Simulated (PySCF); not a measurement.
Input file:

```
{"job": {"xc": "PBE0", "basis": "pcSseg-1", "solvent": "chloroform", "kind": "nmr", "pop": true}, "charge": 0, "multiplicity": 1}
C      2.093180     0.802385     1.311282
Si     0.998061    -0.465226     0.395538
C      2.031250    -1.279462    -0.988113
Cl     0.555764    -1.945613     1.747605
Si    -0.998556     0.466710    -0.395229
C     -2.032775     1.280030     0.988132
C     -2.092743    -0.800967    -1.312100
Cl    -0.555903     1.947667    -1.746545
H      3.014208     0.350765     1.671368
H      2.362438     1.626103     0.657206
H      1.578657     1.220915     2.171924
H      2.296928    -0.554493    -1.751426
H      1.481018    -2.080757    -1.473689
H      2.953490    -1.706438    -0.602024
H     -2.954161     1.708145     0.601282
H     -2.299949     0.554322     1.750212
H     -1.482407     2.080284     1.475255
H     -2.362292    -1.624991    -0.658527
H     -3.013704    -0.349548    -1.672604
H     -1.577651    -1.219152    -2.172582
```

Run with:

```sh
OMP_NUM_THREADS=1 python ens_run.py task.json out
```

Geometry: GFN2-xTB.

Computed with PySCF, PBE0/pcSseg-1, SCF density, in a chloroform solvent model, non-relativistic.

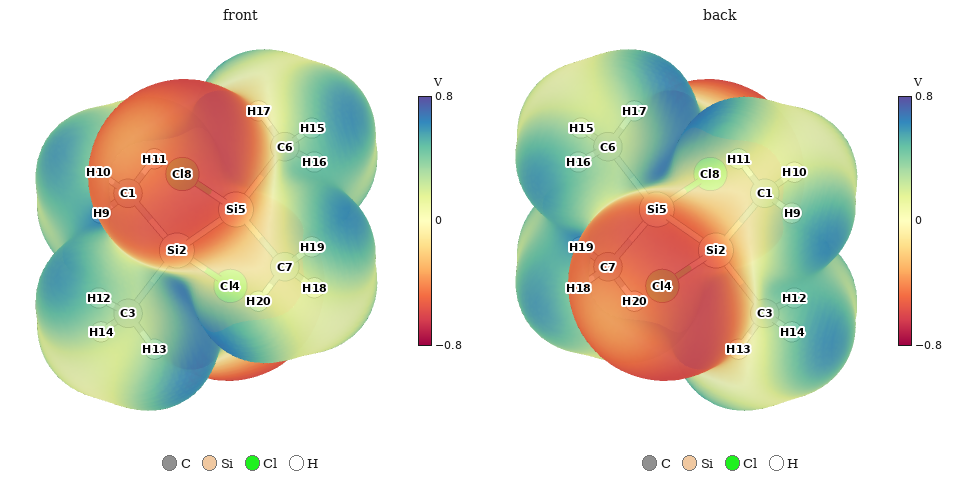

C$_{4}$H$_{12}$Cl$_{2}$Si$_{2}$ (SMILES C[Si](C)(Cl)[Si](C)(C)Cl). The electrostatic potential painted on the density surface at 0.001 e/bohr³, seen from the front and from behind; red is negative and blue positive.

Q: Where is the surface potential most negative and most positive?

A: The most negative region (about −0.6 V, or −14 kcal/mol for a unit charge) lies over Cl4 and Cl8, the most positive (about +0.7 V, or +16 kcal/mol for a unit charge) over the H and Si atoms.
